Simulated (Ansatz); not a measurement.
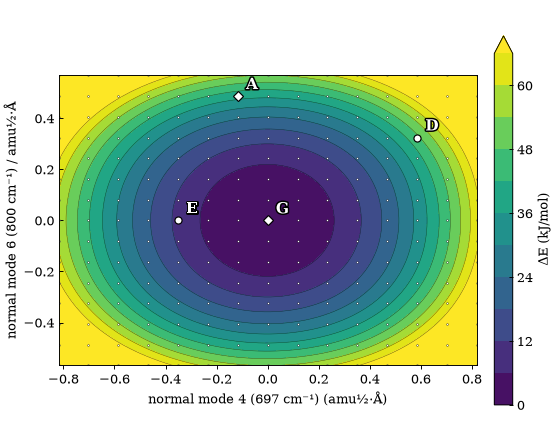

C₂H₃Si, SMILES [C]1=C[SiH2]1, spin multiplicity 2. Coordinates scanned: (1) normal mode 4 (697 cm⁻¹); (2) normal mode 6 (800 cm⁻¹). Nothing is relaxed (straight displacements along the two mass-weighted modes). The grid has 15 × 15 points; 120 points were computed and 105 follow by symmetry. Energies are in kJ/mol, from the lowest grid point. Level of theory: UHF/def2-TZVP (Ansatz 0.2.0).

The picture shows filled contours, dots at the grid points, one colour for all values above the top of the scale, lettered points. Between grid points the surface is interpolated.

Is A the lowest point of the computed grid?

No. A lies 38 kJ/mol above the lowest grid point, which is at normal mode 4 (697 cm⁻¹) = 0.000 amu½·Å, normal mode 6 (800 cm⁻¹) = 0.000 amu½·Å.

What kind of point is each of A, D, E, G: minimum, saddle, maximum or slope?

A: on a slope; D: on a slope; E: on a slope; G: minimum. (In these two coordinates alone; a stationary point may lie a little off the grid point.)

Rank the lettered points by energy, lowest first.

G (0 kJ/mol), E (11 kJ/mol), A (38 kJ/mol), D (47 kJ/mol).
